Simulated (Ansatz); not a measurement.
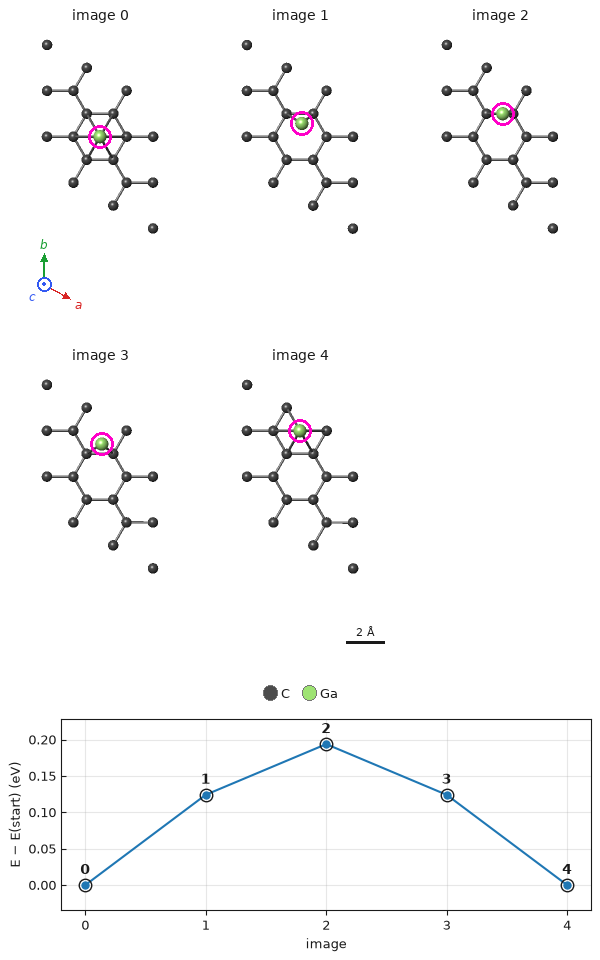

NEB run on Ga on graphene monolayer (19 atoms in the cell). Images are numbered from 0 (start) to 4 (end). Style: ball-and-stick. Shown: the simulation cell, with the vacuum cut short (origin moved), along the c axis. The moving atom is ringed, with any periodic copies. Bonds to atoms that aren't drawn are left out.

The calculation used Ansatz 0.2.0, DFT PBEsol, scalar-relativistic, plane waves, PAW.

Input file:
```yaml
crystal:
  lattice:
    - [7.398, 0.0, 0.0]
    - [-3.699, 6.406856, 0.0]
    - [0.0, 0.0, 12.0]
  atoms:
    - { symbol: C, position: [-0.000252, -0.00010817, 0.0805083] }
    - { symbol: C, position: [0.22194625, 0.11099099, 0.08051115] }
    - { symbol: C, position: [-0.00092792, 0.33187285, 0.08057589] }
    - { symbol: C, position: [0.22264029, 0.44366518, 0.08060752] }
    - { symbol: C, position: [-0.00092864, 0.66723402, 0.08057163] }
    - { symbol: C, position: [0.22264103, 0.7790107, 0.08060326] }
    - { symbol: C, position: [0.33358714, 0.00092238, 0.08065801] }
    - { symbol: C, position: [0.5552974, 0.11099074, 0.08050923] }
    - { symbol: C, position: [0.33358677, 0.33270093, 0.08066026] }
    - { symbol: C, position: [0.55529738, 0.44434236, 0.08050947] }
    - { symbol: C, position: [0.33441661, 0.66722534, 0.08062125] }
    - { symbol: C, position: [0.55632426, 0.77817998, 0.08066754] }
    - { symbol: C, position: [0.66639623, -0.00010851, 0.08051083] }
    - { symbol: C, position: [0.88810329, 0.10995505, 0.0806437] }
    - { symbol: C, position: [0.6653576, 0.33269671, 0.08063446] }
    - { symbol: C, position: [0.88727936, 0.44365673, 0.08055798] }
    - { symbol: C, position: [0.66639622, 0.66654038, 0.08051069] }
    - { symbol: C, position: [0.88810292, 0.7781843, 0.08064148] }
    - { symbol: Ga, position: [0.11001342, 0.55508083, 0.25699674] }
magnetization:
  spin_polarized: true
basis:
  ecutwfc: 420.0
kpoints:
  mp_grid: { grid: [2, 2, 1] }
hamiltonian:
  xc: pbesol
scf:
  occupations: { method: gaussian, width: 0.05 }
  lower_state_search: "off"
neb:
  images: 3
  f_tol: 0.03
  initial_path: idpp
  max_iterations: 75
  spring: { min: 2.0, max: 10.0 }
  final_atoms:
    - { symbol: C, position: [-0.00092864, 0.00056735, 0.08057163] }
    - { symbol: C, position: [0.22264103, 0.11234403, 0.08060326] }
    - { symbol: C, position: [-0.000252, 0.33322516, 0.0805083] }
    - { symbol: C, position: [0.22194625, 0.44432432, 0.08051115] }
    - { symbol: C, position: [-0.00092792, 0.66520618, 0.08057589] }
    - { symbol: C, position: [0.22264029, 0.77699851, 0.08060752] }
    - { symbol: C, position: [0.33441661, 0.00055867, 0.08062125] }
    - { symbol: C, position: [0.55632426, 0.11151331, 0.08066754] }
    - { symbol: C, position: [0.33358714, 0.33425571, 0.08065801] }
    - { symbol: C, position: [0.5552974, 0.44432407, 0.08050923] }
    - { symbol: C, position: [0.33358677, 0.66603426, 0.08066026] }
    - { symbol: C, position: [0.55529738, 0.77767569, 0.08050947] }
    - { symbol: C, position: [0.66639622, -0.00012629, 0.08051069] }
    - { symbol: C, position: [0.88810292, 0.11151763, 0.08064148] }
    - { symbol: C, position: [0.66639623, 0.33322482, 0.08051083] }
    - { symbol: C, position: [0.88810329, 0.44328838, 0.0806437] }
    - { symbol: C, position: [0.6653576, 0.66603004, 0.08063446] }
    - { symbol: C, position: [0.88727936, 0.77699006, 0.08055798] }
    - { symbol: Ga, position: [0.11001342, 0.88841416, 0.25699674] }
  order_check: true
```

Run as
```bash
ansatz run input.yaml --threads 2 --pin off --max-ram 5120MiB --backend cpu --events-out ev --progress --plain --runs-dir out
```

### Describe the mechanism and the energy profile.

The adsorbate starts on a bridge site and hops by a lattice vector of the surface; other mechanisms, such as exchange with a surface atom, weren't searched. The Ga atom travels furthest, 2.47 Å from end to end, on a path that bends up to 0.17 Å away from the straight line. At the highest image its nearest neighbour (C) is 2.30 Å away, against 2.55 Å at the start, and the surrounding atoms stand up to 0.05 Å off the mean of their end positions. The two ends have the same energy, and the highest point, image 2, lies 0.194 eV above the start. The band converged in 5 iterations. The largest component of the band force went from 1.6 to 0.012 eV/Å. The climbing image converged on the top of the path. A check of its curvatures didn't confirm a first-order saddle.

Limits of the set-up: the k-point mesh is coarse for a cell with partly filled bands; the periodic images lie only 7.4 Å apart, so the values are limited by the cell's size.

Cost: 3.2 min on 2 threads of Arm Neoverse V2 (shared host), peak memory 1.7 GiB.
